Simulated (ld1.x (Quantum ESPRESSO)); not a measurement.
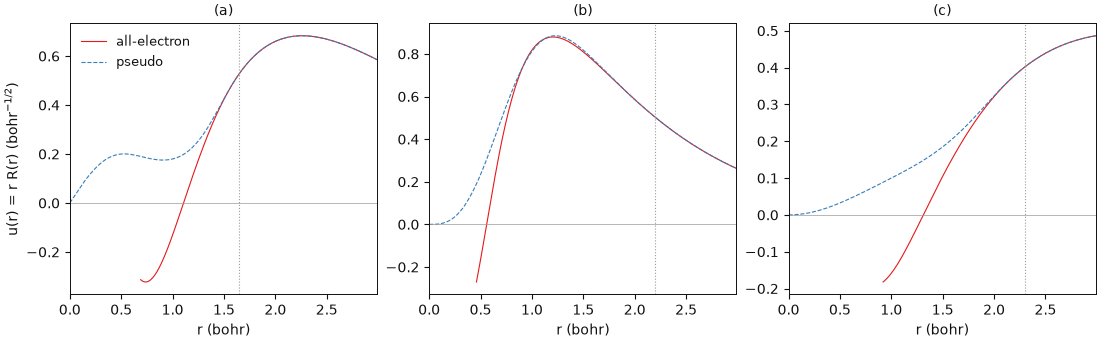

All-electron valence functions (solid) with their pseudo partners (dashed). Dotted lines mark the matching radii. The all-electron curves start outside the innermost oscillations, which aren't drawn.

ld1.x (Quantum ESPRESSO) 7.5, PBEsol, scalar-relativistic. The levels are (a) -6.71 eV, (b) -8.97 eV, (c) -1.05 eV.

Identify the atom and the shell in each panel.

Gold (Au), core [Xe] 4f14, valence 5d9 6s2 6p0 (neutral): (a) 6s, (b) 5d, (c) 6p.

Are the pseudo-waves norm-conserving?

Yes. The TM scheme keeps the all-electron norm inside the radius.

The potential isn't sound: its ghost test gives ghost state below the valence levels: s at -6.9 eV.
